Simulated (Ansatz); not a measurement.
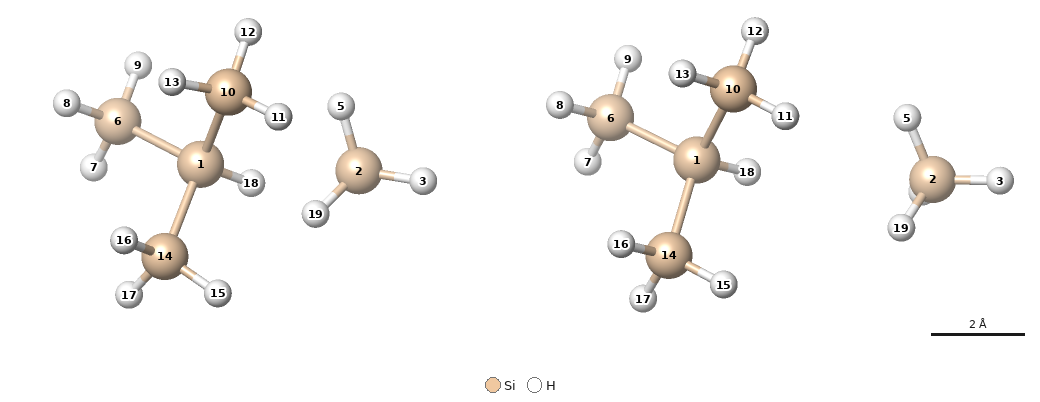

Two geometries of Si5H14, drawn at one scale. One is the start of a relaxation, the other its converged end. Style: ball-and-stick. Shown at a tilt.

Computed with RHF/def2-SVP (Ansatz). Settings: no spin polarisation; force threshold 0.03 eV/Å; at most 50 steps.

Which one is relaxed?

The right one is the relaxed one. The run prepares an end point of a later path (reaction) calculation, from a guessed geometry. The largest move after the best rigid fit is that of an H atom, 1.46 Å. By element the largest moves are H 1.46 Å, Si 1.18 Å. Among the contacts that change: H–Si 1.463 → 1.489 Å, Si–Si 2.383 → 2.375 Å. Among the angles between lasting bonds that change: Si–Si–H 114.8° → 108.7°, Si–Si–H 106.7° → 109.4°, Si–Si–H 106.1° → 108.5°. Over 12 geometry steps the energy falls by 55.5 kJ/mol. Largest force component: 0.94 eV/Å at the start, 0.016 eV/Å at the end. The forces were under the threshold at step 8, but the run went on from there.

Limits of the set-up: Hartree-Fock leaves out electron correlation.
